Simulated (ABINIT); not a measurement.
**AlN (P6_3mc): G0W0 in ABINIT against the bands in the screening**

Aim: move the bands in the screening of a G0W0 run on AlN (P6_3mc) over a wide range.

Main program and level: ABINIT 10.8.3; LDA and many-body steps on it, plane waves.

The database entry behind the starting cell differs from later determinations by our own check (inner coordinate u about 0.002 short), so it need not match the best structure at ambient conditions.

### 1. The structure

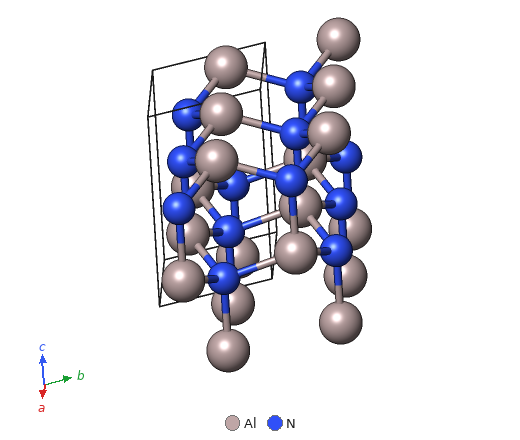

Start, viewed slightly off an axis; aluminium light grey, nitrogen blue. 3×2×1 cells are drawn. Some periodic images of atoms are drawn too.

The cell and positions come from the Crystallography Open Database and are kept as given unless a step says otherwise.

### 2. Screening, 3×3×2 mesh, 16 bands, screening to 130.6 eV

This step: ABINIT 10.8.3; RPA screening on LDA, plane waves, norm-conserving pseudopotentials.

The RPA dielectric matrix is built and inverted for each q.

run.abi

```
acell 3*1.0 Angstrom
rprim 
  3.113000000011 -0.000000000003 0.000000000000
  -1.556500000003 2.695937081992 0.000000000000
  0.000000000000 0.000000000000 4.981000000000
ntypat 2
znucl 13 7
natom 4
typat 1 1 2 2
xred 
  0.333333333333 0.666666666667 0.000000000000
  0.666666666667 0.333333333333 0.500000000000
  0.333333333333 0.666666666667 0.380000000000
  0.666666666667 0.333333333333 0.880000000000
pp_dirpath "pseudos"
pseudos "Al.upf, N.upf"
ecut 36
ngkpt 3 3 2
nshiftk 1
shiftk 0 0 0
kptopt 1
chksymbreak 0
istwfk *1
occopt 1
irdwfk 1
optdriver 3
nband 16
ecuteps 4.8
inclvkb 2
awtr 1
symchi 1
indata_prefix "in"
outdata_prefix "out"
tmpdata_prefix "tmp"
```

On the command line:

```console
> OMP_NUM_THREADS=1 mpirun -n 4 abinit run.abi > log
```

Log:

```text
.Version 10.8.3 of ABINIT. v10.8.2 released Aug 2026.

 Symmetries : space group P6_3 m c (#186); Bravais hP (primitive hexag.)
[... echo of the input left out ...]
== DATASET  1 ==================================================================
-   mpi_nproc: 4, omp_nthreads: 1 (-1 if OMP is not activated)

--- !DatasetInfo
iteration_state: {dtset: 1, }
dimensions: {natom: 4, nkpt: 6, mband: 16, nsppol: 1, nspinor: 1, nspden: 1, mpw: 2934, }
cutoff_energies: {ecut:  36.0, pawecutdg:  -1.0, }
electrons: {nelect:   1.60000000E+01, charge:   0.00000000E+00, occopt:   1.00000000E+00, tsmear:   1.00000000E-02, }

 SCREENING: Calculation of the susceptibility and dielectric matrices

 Based on a program developped by R.W. Godby, V. Olevano, G. Onida, and L. Reining.
 Incorporated in ABINIT by V. Olevano, G.-M. Rignanese, and M. Torrent.
.Using double precision arithmetic ; gwpc =  8

[... cell and pseudopotentials left out ...]
--------------------------------------------------------------------------------

 ==== K-mesh for the wavefunctions ====
 Number of points in the irreducible wedge :     6
[... list of points left out ...]
 Together with 12 symmetry operations and time-reversal symmetry
 yields    18 points in the full Brillouin Zone.

 ==== Q-mesh for the screening function ====
 Number of points in the irreducible wedge :     6
[... list of points left out ...]
 Together with 12 symmetry operations and time-reversal symmetry
 yields    18 points in the full Brillouin Zone.

 setmesh: FFT mesh size selected  =    20x   20x   36
          total number of points  =        14400

 vcoul_init : cutoff-mode = AUXILIARY_FUNCTION
 q-points for optical limit:   1
     1)      0.000010    0.000020    0.000030

- screening: taking advantage of time-reversal symmetry
- Maximum band index for partially occupied states nbvw = 8
- Remaining bands to be divided among processors   nbcw = 8
- Number of bands treated by each node ~2

 Number of electrons calculated from density =   16.0000; Expected =   16.0000
 average of density, n =  0.056718
 r_s =    1.6146
 omega_plasma =   22.9728 [eV]

 calculating chi0 at frequencies [eV] :
  1    0.000000E+00    0.000000E+00
  2    0.000000E+00    2.297283E+01

--------------------------------------------------------------------------------
  q-point number  1        q = ( 0.000000, 0.000000, 0.000000) [r.l.u.]
--------------------------------------------------------------------------------
[... chi0 elements left out ...]
 For q-point:  0.000010 0.000020 0.000030
  dielectric constant =   4.9002
  dielectric constant without local fields =   5.2552

  Average fulfillment of the sum rule on Im[epsilon] for q-point    1 :     20.29  [%]
[... wings left out ...]
  q-point number  2        q = ( 0.333333, 0.000000, 0.000000) [r.l.u.]
--------------------------------------------------------------------------------
[... chi0 elements left out ...]
  Average fulfillment of the sum rule on Im[epsilon] for q-point    2 :     31.85  [%]

 [... 4 further q-points ...]
```

The job ended after 2.6 s (4 MPI ranks of Arm Neoverse V1, shared host; peak memory 0.1 GiB).

This step gave:

* ε∞ with local fields, on this mesh, along the program's q direction: 4.900
* the same without local fields: 5.255
* plasma frequency: 22.97 eV
* plane waves in the screening matrix: 135

Local fields lower ε∞ by 7 %. On a Γ-centred mesh this coarse the value itself is usually too large, while a short band sum pulls it down.

### 3. 16 bands

The self-energy is evaluated for the states that the input lists, and the levels follow from it, in one-shot runs by the linearised quasiparticle equation.

This step: G0W0 on LDA, plane waves, norm-conserving pseudopotentials.

run.abi: that of step 2 with these lines changed.

```diff
@@ -25,8 +25,15 @@
 irdwfk 1
-optdriver 3
-nband 16
+optdriver 4
+nband 39
+gwcalctyp 0
+ecutsigx 36
+symsigma 1
+nkptgw 1
+kptgw 
+  0.0000000000 0.0000000000 0.0000000000
+bdgw 
+  6 10
 ecuteps 4.8
-inclvkb 2
-awtr 1
-symchi 1
+irdscr 1
+ppmodel 1
 indata_prefix "in"
```

Log:

```text
.Version 10.8.3 of ABINIT. v10.8.2 released Aug 2026.

 Symmetries : space group P6_3 m c (#186); Bravais hP (primitive hexag.)
[... echo of the input left out ...]
== DATASET  1 ==================================================================
-   mpi_nproc: 4, omp_nthreads: 1 (-1 if OMP is not activated)

--- !DatasetInfo
iteration_state: {dtset: 1, }
dimensions: {natom: 4, nkpt: 6, mband: 39, nsppol: 1, nspinor: 1, nspden: 1, mpw: 2934, }
cutoff_energies: {ecut:  36.0, pawecutdg:  -1.0, }
electrons: {nelect:   1.60000000E+01, charge:   0.00000000E+00, occopt:   1.00000000E+00, tsmear:   1.00000000E-02, }

 SIGMA: Calculation of the GW corrections

 Based on a program developped by R.W. Godby, V. Olevano, G. Onida, and L. Reining.
 Incorporated in ABINIT by V. Olevano, G.-M. Rignanese, and M. Torrent.
.Using double precision arithmetic ; gwpc =  8

[... cell and pseudopotentials left out ...]
--------------------------------------------------------------------------------

 ==== K-mesh for the wavefunctions ====
 Number of points in the irreducible wedge :     6
[... list of points left out ...]
 Together with 12 symmetry operations and time-reversal symmetry
 yields    18 points in the full Brillouin Zone.

 ==== Q-mesh for screening function ====
 Number of points in the irreducible wedge :     6
[... list of points left out ...]
 Together with 12 symmetry operations and time-reversal symmetry
 yields    18 points in the full Brillouin Zone.

 vcoul_init : cutoff-mode = AUXILIARY_FUNCTION
 q-points for optical limit:   1
     1)      0.000010    0.000020    0.000030
 setmesh: FFT mesh size selected  =    27x   27x   54
          total number of points  =        39366

 Number of electrons calculated from density =   16.0000; Expected =   16.0000
 average of density, n =  0.056718
 r_s =    1.6146
 omega_plasma =   22.9728 [eV]

 === KS Band Gaps ===
  >>>> For spin  1
   Minimum direct gap =   4.2550 [eV], located at k-point      :   0.0000  0.0000  0.0000
   Fundamental gap    =   4.2550 [eV], Top of valence bands at :   0.0000  0.0000  0.0000
                                       Bottom of conduction at :   0.0000  0.0000  0.0000
 SIGMA fundamental parameters:
 PLASMON POLE MODEL  1
 number of plane-waves for SigmaX                 2863
 number of plane-waves for SigmaC and W            135
 number of plane-waves for wavefunctions          2863
 number of bands                                    39
 number of independent spin polarizations            1
 number of spinorial components                      1
 number of k-points in IBZ                           6
 number of q-points in IBZ                           6
 number of symmetry operations                      12
 number of k-points in BZ                           18
 number of q-points in BZ                           18
 number of frequencies for dSigma/dE                 9
 frequency step for dSigma/dE [eV]                0.25
 number of omega for Sigma on real axis              0
 max omega for Sigma on real axis  [eV]           0.00
 zcut for avoiding poles [eV]                     0.10

 EPSILON^-1 parameters (SCR file):
 dimension of the eps^-1 matrix on file            135
 dimension of the eps^-1 matrix used               135
 number of plane-waves for wavefunctions          2863
 number of bands                                    16
 number of q-points in IBZ                           6
 number of frequencies                               2
 number of real frequencies                          1
 number of imag frequencies                          1

 matrix elements of self-energy operator (all in [eV])

 Perturbative Calculation

--- !SelfEnergy_ee
iteration_state: {dtset: 1, }
kpoint     : [   0.000,    0.000,    0.000, ]
spin       : 1
KS_gap     :    4.255
QP_gap     :    5.899
Delta_QP_KS:    1.644
data: !SigmaeeData |
     Band     E0 <VxcDFT>   SigX SigC(E0)      Z dSigC/dE  Sig(E)    E-E0       E
        6   5.481 -16.826 -20.889   3.818   0.785  -0.274 -17.018  -0.192   5.289
        7   5.481 -16.826 -20.889   3.818   0.785  -0.274 -17.018  -0.192   5.289
        8   5.659 -16.916 -20.711   3.639   0.787  -0.271 -17.038  -0.123   5.536
        9   9.914 -12.734  -7.790  -3.084   0.818  -0.222 -11.213   1.521  11.435
       10  12.222 -11.070  -5.601  -3.399   0.830  -0.206  -9.353   1.716  13.938

== END DATASET(S) ==============================================================
================================================================================

 -outvars: echo values of variables after computation  --------
           etotal      0.0000000000E+00
            nband          39
             nkpt           6
          spgroup         186
 [... the other variables as echoed above ...]

 Calculation completed.
```

Wall time 2.5 s (4 MPI ranks); peak memory 0.1 GiB.

Numbers from this step:

- G0W0 gap on the points computed: 5.899 eV
- starting gap on the mesh: 4.255 eV
- k of the valence top: 0, 0, 0
- k of the conduction bottom: 0, 0, 0
- Z at the valence top: 0.787
- Z at the conduction bottom: 0.818
- least direct G0W0 gap on the computed points: 5.899 eV

The gap on the mesh goes from 4.26 eV to 5.90 eV, a correction of +1.64 eV.

### 4. Screening, 3×3×2 mesh, 39 bands, screening to 130.6 eV

This step: RPA screening on LDA, plane waves, norm-conserving pseudopotentials.

run.abi: that of step 3 with these lines changed.

```diff
@@ -25,15 +25,8 @@
 irdwfk 1
-optdriver 4
+optdriver 3
 nband 39
-gwcalctyp 0
-ecutsigx 36
-symsigma 1
-nkptgw 1
-kptgw 
-  0.0000000000 0.0000000000 0.0000000000
-bdgw 
-  6 10
 ecuteps 4.8
-irdscr 1
-ppmodel 1
+inclvkb 2
+awtr 1
+symchi 1
 indata_prefix "in"
```

Log:

```text
.Version 10.8.3 of ABINIT. v10.8.2 released Aug 2026.

 Symmetries : space group P6_3 m c (#186); Bravais hP (primitive hexag.)
[... echo of the input left out ...]
== DATASET  1 ==================================================================
-   mpi_nproc: 4, omp_nthreads: 1 (-1 if OMP is not activated)

--- !DatasetInfo
iteration_state: {dtset: 1, }
dimensions: {natom: 4, nkpt: 6, mband: 39, nsppol: 1, nspinor: 1, nspden: 1, mpw: 2934, }
cutoff_energies: {ecut:  36.0, pawecutdg:  -1.0, }
electrons: {nelect:   1.60000000E+01, charge:   0.00000000E+00, occopt:   1.00000000E+00, tsmear:   1.00000000E-02, }

 SCREENING: Calculation of the susceptibility and dielectric matrices

 Based on a program developped by R.W. Godby, V. Olevano, G. Onida, and L. Reining.
 Incorporated in ABINIT by V. Olevano, G.-M. Rignanese, and M. Torrent.
.Using double precision arithmetic ; gwpc =  8

[... cell and pseudopotentials left out ...]
--------------------------------------------------------------------------------

 ==== K-mesh for the wavefunctions ====
 Number of points in the irreducible wedge :     6
[... list of points left out ...]
 Together with 12 symmetry operations and time-reversal symmetry
 yields    18 points in the full Brillouin Zone.

 ==== Q-mesh for the screening function ====
 Number of points in the irreducible wedge :     6
[... list of points left out ...]
 Together with 12 symmetry operations and time-reversal symmetry
 yields    18 points in the full Brillouin Zone.

 setmesh: FFT mesh size selected  =    20x   20x   36
          total number of points  =        14400

 vcoul_init : cutoff-mode = AUXILIARY_FUNCTION
 q-points for optical limit:   1
     1)      0.000010    0.000020    0.000030

- screening: taking advantage of time-reversal symmetry
- Maximum band index for partially occupied states nbvw = 8
- Remaining bands to be divided among processors   nbcw = 31
- Number of bands treated by each node ~7

 Number of electrons calculated from density =   16.0000; Expected =   16.0000
 average of density, n =  0.056718
 r_s =    1.6146
 omega_plasma =   22.9728 [eV]

 calculating chi0 at frequencies [eV] :
  1    0.000000E+00    0.000000E+00
  2    0.000000E+00    2.297283E+01

--------------------------------------------------------------------------------
  q-point number  1        q = ( 0.000000, 0.000000, 0.000000) [r.l.u.]
--------------------------------------------------------------------------------
[... chi0 elements left out ...]
 For q-point:  0.000010 0.000020 0.000030
  dielectric constant =   4.9952
  dielectric constant without local fields =   5.4532

  Average fulfillment of the sum rule on Im[epsilon] for q-point    1 :     50.91  [%]
[... wings left out ...]
  q-point number  2        q = ( 0.333333, 0.000000, 0.000000) [r.l.u.]
--------------------------------------------------------------------------------
[... chi0 elements left out ...]
  Average fulfillment of the sum rule on Im[epsilon] for q-point    2 :     61.53  [%]

 [... 4 further q-points ...]
```

Wall time 3.6 s (4 MPI ranks); peak memory 0.39 GiB.

This step gave:

```yaml
eps_infinity_with_local_fields_on_this_mesh_along_the_program_s_q_direction: 4.995
the_same_without_local_fields: 5.453
plasma_frequency: 22.97 eV
plane_waves_in_the_screening_matrix: 135
```

[end of part 1 of 2]

[Paths, hosts, dates, memory and timing lines, banners, echoed tables and standing remarks are left out of the program output.]

[Logs are printed without paths, hosts, clocks, repeated set-up lines and the standing remarks that a program may print on its own settings, such as how far it seeks lower states.]

[Runs of the session that timed out or met a known fault of the program may be left out.]

[Hosts, paths, dates, database ids (printed as entryN), source tags and the programs' standing remarks are cut or masked in the printed files.]

[G0W0 gaps are taken among the corrected bands and points alone; a level outside them can change the order at an edge.]

[Where Ansatz stands beside ABINIT at settings called matched, ABINIT's density can come from a denser mesh and the files from another edition; pairs whose starting gaps differed by over 0.03 eV were left out, so agreement reads better than it is.]
